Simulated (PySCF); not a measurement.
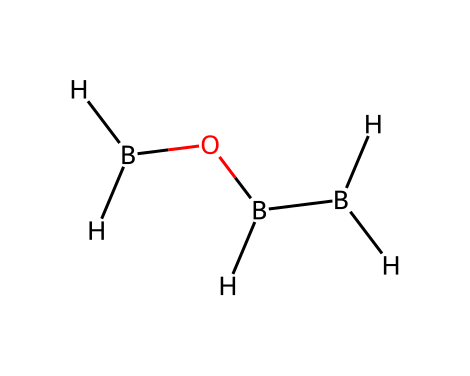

> Give its SMILES.

BBOB

> What is the molecular formula?

B3H5O.

> An optimisation with PBE0-D3(BJ)/def2-SVP gave a structure of which point group?

Cs. Other conformers may differ.

The parts below concern this one geometry. Atoms keep their numbers from picture to picture. Computed geometry: PBE0-D3(BJ)/def2-SVP optimisation. No frequency run is at hand to confirm it as a minimum.

**Bond orders**

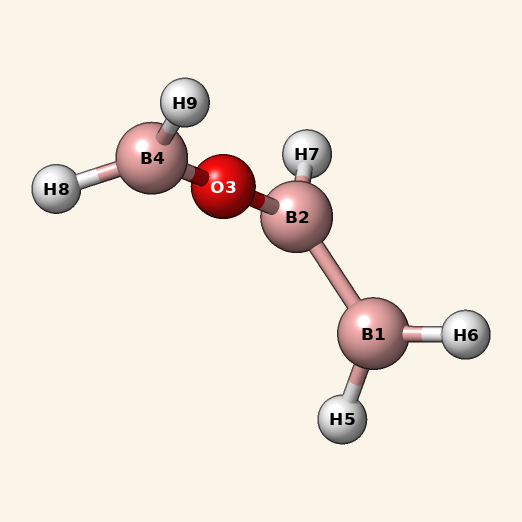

Every bond is drawn as one stick. No frequency run is at hand to confirm it as a minimum. Level of theory: PBE0/pcSseg-1 in acetone (IEF-PCM) (PySCF 2.14.0).

List the Mayer bond orders of B1–B2, B1–H5, B1–H6, B2–O3, B2–H7, O3–B4, B4–H8, B4–H9. Atoms whose distances differ by more than 0.02 Å in this geometry are listed apart.

| bond | Mayer order | length (Å) |
| --- | --- | --- |
| B1–B2 | 1.01 | 1.685 |
| B1–H5 | 0.97 | 1.212 |
| B1–H6 | 0.97 | 1.212 |
| B2–O3 | 1.14 | 1.341 |
| B2–H7 | 0.94 | 1.221 |
| O3–B4 | 1.21 | 1.332 |
| B4–H8 | 0.96 | 1.210 |
| B4–H9 | 0.96 | 1.210 |

**Spin–spin coupling**

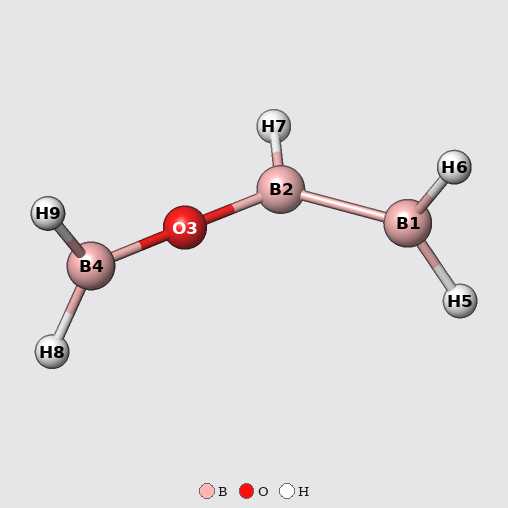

No frequency run is at hand to confirm it as a minimum. Properties computed with B3LYP/pcJ-1 indirect spin-spin coupling, non-relativistic, gas phase (PySCF 2.14.0). Isotopes: 11B, 1H, 17O.

Give the spin–spin coupling constants of these pairs, with the number of bonds between them: B1/H6, B1/B2, B4/H8, B1/O3, B2/B4, O3/H9, H5/H6, H8/H9, B1/B4, B2/H9, O3/H6, O3/H5, B4/H7.

```csv
pair,bonds apart,J (Hz)
"B1, H6",1,128.2
"B1, B2",1,83.3
"B4, H8",1,159.2
"B1, O3",2,−3.2
"B2, B4",2,5.1
"O3, H9",2,−6.4
"H5, H6",2,−10.4
"H8, H9",2,19.6
"B1, B4",3,1.0
"B2, H9",3,1.6
"O3, H6",3,−0.7
"O3, H5",3,−0.7
"B4, H7",3,2.2
```

**Levels of theory compared**

No frequency run is at hand to confirm it as a minimum. Program: PySCF 2.14.0.

Tabulate HOMO–LUMO gap (eV) at these levels: B3LYP/pcJ-1; BHandHLYP/aug-pcX-1 (pcseg-1 on H); KT3/pcSseg-2; PBE0/pcSseg-1; PBE0/pcSseg-1 in acetone (IEF-PCM); PBE0/pcSseg-1 in water (IEF-PCM); ωB97X-D/def2-SVPD; ωB97X-D/def2-SVPD in acetone (IEF-PCM).

| level | HOMO–LUMO gap (eV) |
| --- | --- |
| B3LYP/pcJ-1 | 5.62 |
| BHandHLYP/aug-pcX-1 (pcseg-1 on H) | 8.27 |
| KT3/pcSseg-2 | 3.83 |
| PBE0/pcSseg-1 | 6.03 |
| PBE0/pcSseg-1 in acetone (IEF-PCM) | 6.10 |
| PBE0/pcSseg-1 in water (IEF-PCM) | 6.10 |
| ωB97X-D/def2-SVPD | 9.89 |
| ωB97X-D/def2-SVPD in acetone (IEF-PCM) | 9.95 |

**Core levels**

No frequency run is at hand to confirm it as a minimum. Level of theory: delta-SCF UKS SCAN, pcX-2 on the ionised atom, pcseg-1 elsewhere, spin-free X2C (PySCF 2.14.0).

Give the core-electron binding energies (to vacuum) of B1 1s, B2 1s, O3 1s, B4 1s.

```
atom  level  binding energy (eV)
  B1     1s                196.4
  B2     1s                196.7
  O3     1s                539.5
  B4     1s                196.8
```
